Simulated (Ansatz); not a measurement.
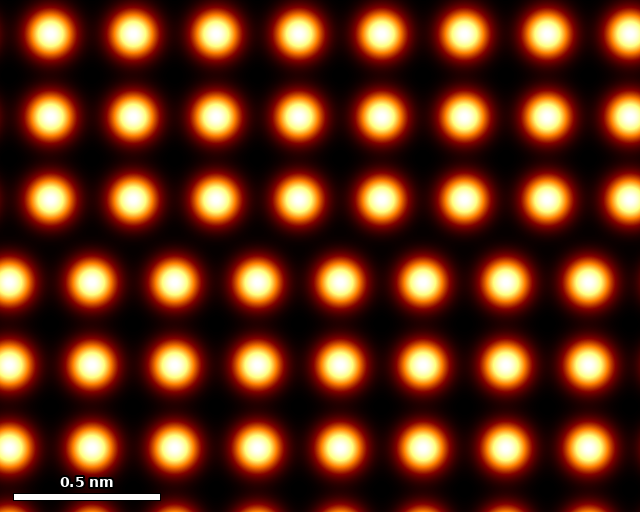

HAADF-like image of ZnHg (I4/mmm, No. 139) along [001]. Simulated incoherent Z contrast: every atom adds Z^1.8 spread by a probe of 1.30 Å full width; channelling and multiple scattering are left out. The probe carries 15 % of its weight in a tail 2.5 times as wide.

One planar defect was built into the perfect crystal by geometry alone, without relaxation. Host structure: the end point of a relaxation with DFT, PAW plane waves, pbe in Ansatz 0.2.0; the starting structure was generated, so it need not be a known form of this composition.

**Find the planar defect and say what kind it is.**

A planar fault (a stacking fault or antiphase boundary) runs horizontally about 8 Å below the top edge. The part above it is shifted along the boundary by 1/2 of the 2.85 Å repeat of the rows (1.4 Å to the right, the same as to the left); both parts keep the same orientation.
